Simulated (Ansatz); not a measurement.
# What AgGeF3 (model cell, started as cubic perovskite with Ge in the octahedra) distorts into

Wanted: the energy along a soft mode of AgGeF3 (model cell, started as cubic perovskite with Ge in the octahedra) and the structure at the end.

Main program and level: Ansatz 0.2.0; DFT PBEsol, scalar-relativistic, plane waves, PAW; PAW set soft_1.

The structure was built from a prototype and need not be the compound's stable phase.

**1. The structure**

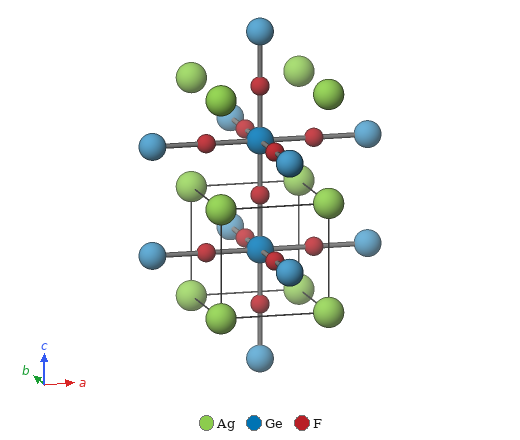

The starting structure, seen slightly off an axis (silver green, germanium blue, fluorine red). 1×1×2 cells are drawn. Some periodic images of atoms are drawn too.

**2. The dispersion**

The cell comes from relaxations at this level that are not shown. Stability and thermal properties need the whole zone. Linear response on a 4×4×4 q mesh gives force constants as far as a supercell of that size would.

Input file input.yaml:

```yaml
crystal:
  lattice:
    - [4.2639971677, 0.0, 0.0]
    - [0.0, 4.2639971677, 0.0]
    - [0.0, 0.0, 4.2639971677]
  atoms:
    - { symbol: Ag, position: [0.0, 0.0, 0.0] }
    - { symbol: Ge, position: [0.5, 0.5, 0.5] }
    - { symbol: F, position: [0.5, 0.5, 0.0] }
    - { symbol: F, position: [0.5, 0.0, 0.5] }
    - { symbol: F, position: [0.0, 0.5, 0.5] }
kpoints:
  mp_grid: { grid: [8, 8, 8] }
hamiltonian:
  xc: pbesol
  pseudopotentials: { kind: paw, azcp: { folder: soft_1 }, xc_functional: pbe }
scf:
  occupations: { method: methfessel_paxton, width: 0.2 }
output:
  eigenvalues: true
phonons:
  method: dfpt
  qmesh: [4, 4, 4]
  temperatures: { t_max: 1000, t_step: 50 }
  qpath:
    path:
      - [[0.0, 0.0, 0.0], [0.0, 0.5, 0.0], [0.5, 0.5, 0.0], [0.0, 0.0, 0.0], [0.5, 0.5, 0.5], [0.0, 0.5, 0.0]]
      - [[0.5, 0.5, 0.5], [0.5, 0.5, 0.0]]
    npoints: 10
```

Launch:

```
ansatz run input.yaml --threads 4 --pin off --max-ram 16384MiB --backend cpu --events-out ev --progress --plain --runs-dir out
```

Numbers of over 12 decimals in the logs are rounded to 6 here.

The log of the run:

```text
Engine: ansatz 0.2.0, aarch64-unknown-linux-gnu
Pseudopotentials: kind: paw
Pseudopotential: Ag, paw, valence charge 19, recommended cutoff 420 eV (normal), soft_1/Ag.paw.azcp
Pseudopotential: Ge, paw, valence charge 14, recommended cutoff 420 eV (normal), soft_1/Ge.paw.azcp
Pseudopotential: F, paw, valence charge 7, recommended cutoff 420 eV (normal), soft_1/F.paw.azcp
Functional definition: PBEsol
  exchange = pbesol_x
  correlation = pbesol_c
Crystal: 5 atoms, lattice volume = 77.527 Å³
Basis set: ecut = 420 eV, 1503 PW (Γ), exchange–correlation on 60×60×60 points (8 copies of the dense FFT grid, shifted against one another)
Bands: 33, of which v1, the nominal top of the filled ones, is band 27 counted from 1 (26 counted from 0)
Symmetry: 48 space group operations
k-points: 35 of 512
Non-local potential: Ag, projectors of the file, l = 0: 3, l = 1: 2, l = 2: 2, l = 3: 1
Non-local potential: Ge, projectors of the file, l = 0: 2, l = 1: 2, l = 2: 3, l = 3: 1
Non-local potential: F, projectors of the file, l = 0: 2, l = 1: 2, l = 2: 1
PAW form: soft (Blöchl's): semilocal exchange-correlation on the pseudo side does not see the compensation charge
PAW frozen core: Ag, regenerated for the run's functional, and the local potential with it (the file was generated under x = pbe(κ = 0.804, μ = 0.219515), c = pbe(β = 0.066725))
PAW frozen core: Ge, regenerated for the run's functional, and the local potential with it (the file was generated under x = pbe(κ = 0.804, μ = 0.219515), c = pbe(β = 0.066725))
PAW frozen core: F, regenerated for the run's functional, and the local potential with it (the file was generated under x = pbe(κ = 0.804, μ = 0.219515), c = pbe(β = 0.066725))
PAW one-centre angular grid: Ag, 590 points (default); XC on 64 Gauss nodes
PAW one-centre angular grid: Ge, 590 points (default); XC on 64 Gauss nodes
PAW one-centre angular grid: F, 110 points (default); XC on 64 Gauss nodes
Initial density: superposition of atomic densities (chi_scale 0.1, normalization cell, long waves kept (reshape's long-wave potential 0.10 eV rms))
Initial wavefunctions: pseudopotential atomic-orbital guess
Functional: x = pbesol(κ = 0.804, μ = 0.123457), c = pbesol(β = 0.046)
SCF iter   1: F=—  HF=-14184.083028 eV  |F-HF|=—  |Δ(HF+E_count)|=         —  Δρ=2.14e-1  dr2=3.44e1  ethr=3.10e-3  ⟨swp⟩=5.1  Hψ=4193  notcnv=0
preconditioner: auto → LDOS  [metal: Δε(μ)=0.026 eV  Ē_g=17.234 eV  σ=0.200 eV  W_gap=0.11  n_scr=26 (ndim 8)  ℏωp=28.6 eV  f_vac=0.037  D(μ)=2.58/eV (n_scr^D=18)  β→1.0]
SCF iter   2: F=—  HF=-14177.868685 eV  |F-HF|=—  |Δ(HF+E_count)|=    6.21e0  S|Δr|=    0.00e0  Δρ=1.22e-1  dr2=6.55e0  ethr=3.10e-3  ⟨swp⟩=3.5  Hψ=2948  notcnv=0  defer=42
SCF iter   3: F=—  HF=-14175.877873 eV  |F-HF|=—  |Δ(HF+E_count)|=    1.99e0  S|Δr|=    0.00e0  Δρ=3.52e-2  dr2=8.56e-1  ethr=3.10e-3  ⟨swp⟩=2.7  Hψ=2604  notcnv=0  defer=38
SCF iter   4: F=—  HF=-14175.633581 eV  |F-HF|=—  |Δ(HF+E_count)|=   2.44e-1  S|Δr|=    0.00e0  Δρ=1.49e-2  dr2=1.10e-1  ethr=1.59e-3  ⟨swp⟩=2.2  Hψ=2523  notcnv=0  defer=40
SCF iter   5: F=—  HF=-14175.623871 eV  |F-HF|=—  |Δ(HF+E_count)|=   9.71e-3  S|Δr|=    0.00e0  Δρ=4.75e-3  dr2=1.30e-2  ethr=2.04e-4  ⟨swp⟩=2.1  Hψ=2320  notcnv=0  defer=40
SCF iter   6: F=—  HF=-14175.622963 eV  |F-HF|=—  |Δ(HF+E_count)|=   9.08e-4  S|Δr|=    0.00e0  Δρ=9.21e-4  dr2=5.74e-4  ethr=2.41e-5  ⟨swp⟩=2.0  Hψ=2030  notcnv=0  defer=40
SCF iter   7: F=—  HF=-14175.622875 eV  |F-HF|=—  |Δ(HF+E_count)|=   8.78e-5  S|Δr|=    0.00e0  Δρ=2.18e-4  dr2=2.85e-5  ethr=1.06e-6  ⟨swp⟩=2.1  Hψ=1855  notcnv=0  defer=40
SCF iter   8: F=—  HF=-14175.622834 eV  |F-HF|=—  |Δ(HF+E_count)|=   4.06e-5  S|Δr|=    0.00e0  Δρ=2.71e-5  dr2=6.86e-7  ethr=5.28e-8  ⟨swp⟩=2.0  Hψ=1874  notcnv=0  defer=40
SCF iter   9: F=—  HF=-14175.622847 eV  |F-HF|=—  |Δ(HF+E_count)|=   1.27e-5  S|Δr|=    0.00e0  Δρ=2.25e-6  dr2=2.26e-9  ethr=1.27e-9  ⟨swp⟩=2.3  Hψ=1834  notcnv=0  defer=40
SCF iter  10: F=—  HF=-14175.622847 eV  |F-HF|=—  |Δ(HF+E_count)|=   1.49e-9  S|Δr|=    0.00e0  Δρ=3.37e-7  dr2=6.96e-11  ethr=4.18e-12  ⟨swp⟩=2.0  Hψ=2054  notcnv=0  defer=40
SCF iter  11: F=-14175.622847 eV  HF=-14175.622847 eV  |F-HF|=3.64e-12  |Δ(HF+E_count)|=  3.64e-12  S|Δr|=    0.00e0  Δρ=3.41e-8  dr2=8.45e-13  ethr=1.00e-12  ⟨swp⟩=11.5  Hψ=5799  notcnv=0
SCF 1 converged in 11 iterations: F = -14175.622847 eV  dr2 = 8.45e-13
  greatest PAW one-centre occupation: 1.000 electrons in one spin orbital (limit 2), on the Ag atom at site 0 (counted from 0), in its partial waves of l = 0
Initial density: read from a saved state, or passed on in memory by an earlier SCF of this step, an earlier step, the calling program or the single point that the run made first
iter 1 solved again at ethr=9.70e-8 eV; its pass at ethr=3.10e-3 eV (dr2=5.24e-5 eV) is discarded
SCF iter   1: F=—  HF=-14175.622850 eV  |F-HF|=—  |Δ(HF+E_count)|=         —  Δρ=2.96e-7  dr2=1.98e-11  ethr=9.70e-8  ⟨swp⟩=3.0  Hψ=6949  notcnv=0
eigensolver tolerance schedule: the retry pair's looser diagonalisation over-reported the residual by 2639542.66 of it (diagonalisation noise at an unbounded share of the residual, at the tolerance the schedule requests for it); recorded, not acted on — ethr = c·dr2/N_el stays at c = 1.0e-1
preconditioner: auto → Kerker (q_TF=auto, 2.569 Å⁻¹)  [metal: Δε(μ)=0.091 eV  Ē_g=16.472 eV  σ=0.200 eV  W_gap=0.38  n_scr=26 (ndim 8)  ℏωp=28.6 eV  f_vac=0.059  D(μ)=0.42/eV (n_scr^D=0)]
SCF iter   2: F=—  HF=-14175.622847 eV  |F-HF|=—  |Δ(HF+E_count)|=   2.44e-6  S|Δr|=    0.00e0  Δρ=1.60e-7  dr2=8.04e-12  ethr=1.00e-12  ⟨swp⟩=3.9  Hψ=5322  notcnv=0
SCF iter   3: F=-14175.622847 eV  HF=-14175.622847 eV  |F-HF|=7.28e-12  |Δ(HF+E_count)|=  3.64e-12  S|Δr|=    0.00e0  Δρ=9.24e-8  dr2=2.16e-12  ethr=1.00e-12  ⟨swp⟩=1.0  Hψ=2450  notcnv=0
SCF 2 converged in 3 iterations: F = -14175.622847 eV  dr2 = 2.16e-12
phonons: the bands overlap, so this run is a metal and interpolates without the dipole-dipole term. If the crystal is really an insulator or semiconductor, its LO-TO splitting is missing
NSCF: frozen V_eff on 35 k-points
NSCF: frozen V_eff on 125 k-points
DFPT response loops at q = (0, 0, 0) (fractional): preconditioner auto → Kerker (q_TF=auto, 2.569 Å⁻¹) (partly filled bands, converged f_vac=0.059); β = 1.00, the filter's whole step (`scf.mixing.beta` (0.50) is not read by the response loops under this deck's `scf.mixing.preconditioner`; to damp them name `kerker` or `kerker_dos`, under which they read `scf.mixing.beta`, and type it under 1.00, their step now; both keys bind the ground state too); Broyden in place of MSR1
NSCF: frozen V_eff on 400 k-points
DFPT response loops at q = (0, 0, 0.25) (fractional): mixed as the last ones told, above
NSCF: frozen V_eff on 250 k-points
DFPT response loops at q = (0, 0, -0.5) (fractional): mixed as the last ones told, above
NSCF: frozen V_eff on 640 k-points
DFPT response loops at q = (0, 0.25, 0.25) (fractional): mixed as the last ones told, above
NSCF: frozen V_eff on 400 k-points
DFPT response loops at q = (0, 0.25, -0.5) (fractional): mixed as the last ones told, above
NSCF: frozen V_eff on 250 k-points
DFPT response loops at q = (0, -0.5, -0.5) (fractional): mixed as the last ones told, above
NSCF: frozen V_eff on 1024 k-points
DFPT response loops at q = (0.25, 0.25, 0.25) (fractional): mixed as the last ones told, above
NSCF: frozen V_eff on 640 k-points
DFPT response loops at q = (0.25, 0.25, -0.5) (fractional): mixed as the last ones told, above
NSCF: frozen V_eff on 400 k-points
DFPT response loops at q = (0.25, -0.5, -0.5) (fractional): mixed as the last ones told, above
NSCF: frozen V_eff on 250 k-points
DFPT response loops at q = (-0.5, -0.5, -0.5) (fractional): mixed as the last ones told, above
SCF converged after 11 iterations
Stability not checked: this state was not tested for a lower state beside it, because cold or Methfessel-Paxton smearing, or corrected tetrahedra, fill the levels in a way that the test cannot read (fill_not_monotonic; see scf.lower_state_search)
Free energy (F): -14175.622847 eV
Harris-Foulkes:  -14175.622847 eV  (|F-HF|=3.64e-12)
Internal energy: -14175.625374 eV  (E = F + TS)
E sigma→0 (E₀):  -14175.623479 eV
Entropy (-TS):   0.002527 eV (0.505 meV/atom)
Fermi energy:    7.438253 eV
--- Per-component energies (eV) ---
  E_band       = -652.131879
  E_kinetic    = 1148.905615
  E_local      = -6587.722434  (includes V_loc(G=0)·N_el)
  E_nonlocal   = 512.688931
  E_hartree    = 2913.098541
  E_xc         = -453.201625
  E_vxc        = -554.424781  (∫ρ·V_xc dr)
  E_paw        = -6448.323877  (= ΣΔE_a)
  E_vpaw       = -997.778604  (= ΣTr[D̂ρ^β])
  E_aug_tail   = 0.002313  (compensation charges beyond the density's cutoff)
  E_ewald      = -5262.440842
  E_core_change = 1.368006  (= ΣΔE_core)
  E_smearing   = 0.002527  (= −TS)
  E_closure    = 0.000000  (closes the sum)
  Σ components = -14175.622847   (vs F -14175.622847, Δ=0.00e0)
--- Band table (eV; the first three rows and the last of 35) ---
  k-point 0: bands = [... 23 lower, 3.4660, 3.6188, 3.6188, 3.6188, 6.8526, 13.6854, 13.6854, 13.6854, ... 2 higher]
  k-point 1: bands = [... 23 lower, 3.5492, 3.6204, 3.6830, 3.6830, 7.0311, 13.1912, 13.7015, 13.7015, ... 2 higher]
  k-point 2: bands = [... 23 lower, 3.7107, 3.8206, 3.8206, 3.9772, 7.4865, 12.2265, 13.7589, 13.7589, ... 2 higher]
  k-point 34: bands = [... 23 lower, 3.5355, 3.7252, 3.7252, 8.4998, 8.5914, 10.4562, 10.4562, 10.4562, ... 2 higher]
--- Phonons (Γ-DFPT): 4 representative perturbations + reference (Σ response iterations 13) ---
  ASR residual: 2.046e-5 → 0.000e0 eV/Å²; symmetrization residual: 7.723e-6 eV/Å²
  ASR residual per site (eV/Å²): 2.87e-6 1.89e-6 2.05e-5 2.05e-5 2.05e-5
  Γ frequencies (cm⁻¹): -189.93 -189.93 -189.93 -79.26 -79.26 -79.26 -76.32 -76.32 -76.32 0.00 0.00 0.00 122.23 122.23 122.23
--- Phonons (arbitrary-q DFPT): 10 irreducible q on the 4×4×4 mesh ---
  q = [0.0000, 0.0000, 0.0000] (star 1, of the zone-centre solve; hermiticity 7.49e-6, symmetrization 2.58e-11): -189.93 -189.93 -189.93 -79.26 -79.26 -79.26 -76.32 -76.32 -76.32 -0.00 -0.00 0.00 122.23 122.23 122.23
  q = [0.0000, 0.0000, 0.2500] (star 6, 9 solved perturbations in 1560 linear systems a pass and spin channel, the states on 200 of 512 k-point pairs; hermiticity 1.68e-6, symmetrization 7.96e-12): -187.43 -187.43 -108.01 -76.47 -76.47 -73.83 -73.83 -71.03 19.30 19.30 22.70 114.42 114.42 162.11 226.79
  q = [0.0000, 0.0000, -0.5000] (star 3, 9 solved perturbations in 975 linear systems a pass and spin channel, the states on 125 of 512 k-point pairs; hermiticity 5.46e-7, symmetrization 2.80e-12): -185.51 -185.51 -105.06 -75.12 -75.12 -70.61 -70.61 -62.59 24.72 43.14 43.14 102.43 102.43 227.36 325.50
  q = [0.0000, 0.2500, 0.2500] (star 12, 9 solved perturbations in 2460 linear systems a pass and spin channel, the states on 320 of 512 k-point pairs; hermiticity 1.39e-6, symmetrization 5.58e-13): -184.20 -114.81 -106.87 -88.36 -74.08 -69.28 -53.56 -25.33 7.11 74.38 107.12 149.66 167.58 224.67 235.16
  q = [0.0000, 0.2500, -0.5000] (star 12, 15 solved perturbations on 200 of 512 k-point pairs; hermiticity 5.62e-7, symmetrization 8.79e-14): -181.47 -122.21 -94.88 -84.88 -69.99 -66.26 -39.99 -31.88 21.90 96.47 103.08 159.57 228.06 229.08 326.30
  q = [0.0000, -0.5000, -0.5000] (star 3, 9 solved perturbations in 975 linear systems a pass and spin channel, the states on 125 of 512 k-point pairs; hermiticity 1.33e-6, symmetrization 1.20e-12): -177.88 -134.56 -89.33 -89.33 -57.88 -57.88 -41.27 10.33 10.33 88.29 134.28 224.33 224.33 322.55 343.04
  q = [0.2500, 0.2500, 0.2500] (star 8, 4 solved perturbations in 1376 linear systems a pass and spin channel, the states on 512 of 512 k-point pairs; hermiticity 3.96e-7, symmetrization 1.40e-12): -116.50 -116.50 -110.86 -60.93 -60.93 -54.35 -28.44 82.88 82.88 148.62 164.60 164.60 222.54 222.54 250.99
  q = [0.2500, 0.2500, -0.5000] (star 12, 9 solved perturbations in 2460 linear systems a pass and spin channel, the states on 320 of 512 k-point pairs; hermiticity 4.05e-7, symmetrization 2.49e-12): -124.28 -120.76 -115.72 -61.84 -61.28 -45.79 72.11 96.06 114.44 159.36 161.94 220.01 225.24 245.47 331.26
  q = [0.2500, -0.5000, -0.5000] (star 6, 9 solved perturbations in 1560 linear systems a pass and spin channel, the states on 200 of 512 k-point pairs; hermiticity 1.46e-6, symmetrization 4.38e-13): -135.82 -123.67 -123.67 -62.52 -62.52 -53.66 108.82 108.82 136.72 156.95 219.69 219.69 226.07 322.09 327.36
  q = [-0.5000, -0.5000, -0.5000] (star 1, 4 solved perturbations in 350 linear systems a pass and spin channel, the states on 125 of 512 k-point pairs; hermiticity 6.60e-7, symmetrization 3.02e-12): -137.10 -137.10 -137.10 -62.38 -62.38 -62.38 139.50 139.50 139.50 213.48 213.48 213.48 216.16 321.26 321.26
  sum rule: each row above includes the acoustic sum rule's correction from the zone centre's row sums; it moved no ω² by more than (0.54 cm⁻¹)²
  mesh force constants: q→R imaginary residual 1.26e-18; ASR residual 2.046e-5 → 0.000e0 eV/Å²; symmetrization residual 2.220e-15 eV/Å²
  interpolated dispersion: 62 rows × 15 modes
  density of states and harmonic sums: on the 16×16×16 q-mesh, interpolated from the force constants of a 4×4×4 supercell (no non-analytic term)
  largest difference from the sums on the solved wave vectors: F 1.12e-2 eV, S 1.61e-5 and C_V 1.77e-5 eV/K
  zero-point energy: 0.076095 eV/cell   skipped modes (ω ≤ 0): 1211, of them read as no rigid motion or as one in doubt: 1208 (7.239e0 modes/cell left out, lowest -189.93 cm⁻¹)   left out of the sums: 4.83e-1 of the cell's modes: C_V's classical limit lies that fraction below 3 k_B per atom; for a crystal, a wire or a layer, F and S can be off by more, and a phonons.interpolated_qmesh denser along its periods is the remedy for the sampling
```

Elapsed: 16 min, on 4 threads of Arm Neoverse V2, shared host; peak memory 2.8 GiB; 64 min of CPU time.

Numbers from this step:

- volume per atom: 15.51 Å³
- gap on the k-mesh: 0 eV
- sum-rule residual before enforcement: 2.05e-5 eV/Å²
- lowest frequency on the path: -189.9 cm⁻¹
- point group: m-3m
- highest frequency on the path or at a solved wavevector: 344.4 cm⁻¹
- highest optical mode at the zone centre (no LO-TO term): 122.2 cm⁻¹
- lowest optical zone-centre mode: -189.9 cm⁻¹
- lowest mode on the q mesh (acoustic modes at Γ apart): -189.9 cm⁻¹

Frequencies (cm⁻¹) solved at each irreducible wavevector; negative means imaginary. Frequencies by wavevector, by row:

```csv
q in reciprocal lattice units,star,mode 1,mode 2,mode 3,mode 4,mode 13,mode 14,mode 15
0 0 0,1,-189.9,-189.9,-189.9,-79.3,122.2,122.2,122.2
0 0 0.25,6,-187.4,-187.4,-108,-76.5,114.4,162.1,226.8
0 0 -0.5,3,-185.5,-185.5,-105.1,-75.1,102.4,227.4,325.5
0 0.25 0.25,12,-184.2,-114.8,-106.9,-88.4,167.6,224.7,235.2
0 0.25 -0.5,12,-181.5,-122.2,-94.9,-84.9,228.1,229.1,326.3
0 -0.5 -0.5,3,-177.9,-134.6,-89.3,-89.3,224.3,322.6,343
0.25 0.25 0.25,8,-116.5,-116.5,-110.9,-60.9,222.5,222.5,251
0.25 0.25 -0.5,12,-124.3,-120.8,-115.7,-61.8,225.2,245.5,331.3
0.25 -0.5 -0.5,6,-135.8,-123.7,-123.7,-62.5,226.1,322.1,327.4
-0.5 -0.5 -0.5,1,-137.1,-137.1,-137.1,-62.4,216.2,321.3,321.3
```

Interpolated from a 4×4×4 q mesh. The phonon branches at the labelled points (cm⁻¹):

```csv
point,branch 1,branch 2,branch 3,branch 4,branch 12,branch 13,branch 14,branch 15
Γ,-190,-190,-190,-79,0,122,122,122
X,-186,-186,-105,-75,102,102,227,326
M,-178,-135,-89,-89,224,224,322,343
Γ,-190,-190,-190,-79,0,122,122,122
R,-137,-137,-137,-62,214,216,321,321
X,-186,-186,-105,-75,102,102,227,326
jump to R,-137,-137,-137,-62,214,216,321,321
M,-178,-135,-89,-89,224,224,322,343
```

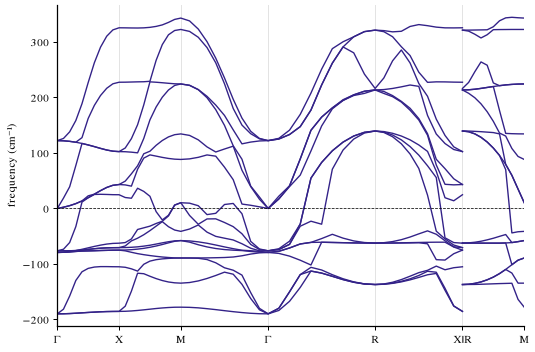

Phonon branches along the path.

Symmetry leaves 10 wavevectors to solve. The lowest mode among them, the acoustic zeros apart, lies at Γ and is imaginary, 189.9i cm⁻¹, so the energy falls along it.

**3. The mode frozen in, largest atomic shift 0 Å**

The mode followed lies at Γ with frequency 189.9i cm⁻¹ and is 3-fold degenerate, the softest among the wavevectors solved. At small amplitude the distorted cell has space group no. 38 by a symmetry search on the positions. The undistorted cell that holds it gives the zero of energy on the same k mesh.

input.yaml, the sections that differ from step 2:

```yaml
output:
  forces: true
  stress: true
  eigenvalues: true
# crystal, kpoints, hamiltonian, scf: as in step 2
# phonons: removed
```

The log of the run:

```text
[...]
Crystal: 5 atoms, lattice volume = 77.527 Å³
Basis set: ecut = 420 eV, 1503 PW (Γ), exchange–correlation on 60×60×60 points (8 copies of the dense FFT grid, shifted against one another)
Bands: 33, of which v1, the nominal top of the filled ones, is band 27 counted from 1 (26 counted from 0)
Symmetry: 48 space group operations
[...]
k-points: 35 of 512
[...]
k-point 0: bands = [... 23 lower, 3.4661, 3.6189, 3.6189, 3.6189, 6.8526, 13.6854, 13.6854, 13.6854, ... 2 higher]
  k-point 1: bands = [... 23 lower, 3.5493, 3.6204, 3.6830, 3.6830, 7.0311, 13.1912, 13.7015, 13.7015, ... 2 higher]
  k-point 2: bands = [... 23 lower, 3.7107, 3.8206, 3.8206, 3.9772, 7.4865, 12.2265, 13.7589, 13.7589, ... 2 higher]
  k-point 34: bands = [... 23 lower, 3.5355, 3.7252, 3.7252, 8.4998, 8.5914, 10.4562, 10.4562, 10.4562, ... 2 higher]
[key lines of the parts left out:]
SCF converged after 9 iterations
Free energy (F): -14175.622847 eV
Fermi energy:    7.438265 eV
P = ⅓ Tr σ = 0.0089 GPa (0.089 kbar)
```

Elapsed: 1.4 s, on 4 threads; peak memory 0.37 GiB; 5.2 s of CPU time.

This step gave:

```
pressure                         : 0.008908 GPa
energy from the undistorted cell : 0 meV/atom
```

The run ends at a pressure of 0.01 GPa.

**4. The mode frozen in, largest atomic shift 0.22 Å**

The atoms are moved along the unstable eigenvector, the largest shift by 0.22 Å, with the cell fixed.

input.yaml, the sections that differ from step 3:

```yaml
crystal:
  lattice:
    - [4.2639971677, 0.0, 0.0]
    - [0.0, 4.2639971677, 0.0]
    - [0.0, 0.0, 4.2639971677]
  atoms:
    - { symbol: Ag, position: [0.0, 0.0006971552, 0.0006971552] }
    - { symbol: Ge, position: [0.5, 0.49403519, 0.49403519] }
    - { symbol: F, position: [0.5, 0.4847739796, 0.0492969546] }
    - { symbol: F, position: [0.5, 0.0492969546, 0.4847739796] }
    - { symbol: F, position: [0.0, 0.4847739796, 0.4847739796] }
# kpoints, hamiltonian, scf, output: as in step 3
```

The log of the run:

```text
[...]
Crystal: 5 atoms, lattice volume = 77.527 Å³
Basis set: ecut = 420 eV, 1503 PW (Γ), exchange–correlation on 60×60×60 points (8 copies of the dense FFT grid, shifted against one another)
Bands: 33, of which v1, the nominal top of the filled ones, is band 27 counted from 1 (26 counted from 0)
Symmetry: 4 space group operations
[...]
k-points: 105 of 512 (time reversal used)
[...]
k-point 0: bands = [... 23 lower, 3.4219, 3.5509, 3.5741, 3.5798, 7.0090, 13.6684, 13.7142, 14.0335, ... 2 higher]
  k-point 1: bands = [... 23 lower, 3.5068, 3.5580, 3.6208, 3.6555, 7.1623, 13.2745, 13.7258, 13.9157, ... 2 higher]
  k-point 2: bands = [... 23 lower, 3.6425, 3.7351, 3.7786, 4.2523, 7.5493, 12.3354, 13.7649, 13.9120, ... 2 higher]
  k-point 104: bands = [... 23 lower, 3.4990, 3.6635, 3.6637, 8.0522, 8.4678, 10.6065, 10.8347, 11.7808, ... 2 higher]
[key lines of the parts left out:]
SCF converged after 12 iterations
Free energy (F): -14175.678836 eV
Fermi energy:    7.416031 eV
P = ⅓ Tr σ = 2.1030 GPa (21.030 kbar)
```

The job ended after 7.2 s (4 threads; peak memory 0.45 GiB).

This step gave:

* pressure: 2.103 GPa
* energy from the undistorted cell: -11.15 meV/atom

The energy, extrapolated to zero smearing, is -11.15 meV/atom against the undistorted cell.

The run ends at a pressure of 2.10 GPa, with forces up to 0.48 eV/Å.

(Continued in part 2 of 3.)

[Logs are printed without paths, hosts, clocks, repeated set-up lines and the standing remarks that a program may print on its own settings, such as how far it seeks lower states.]

[Hosts, paths, dates, database ids (printed as entryN), source tags and the programs' standing remarks are cut or masked in the printed files.]
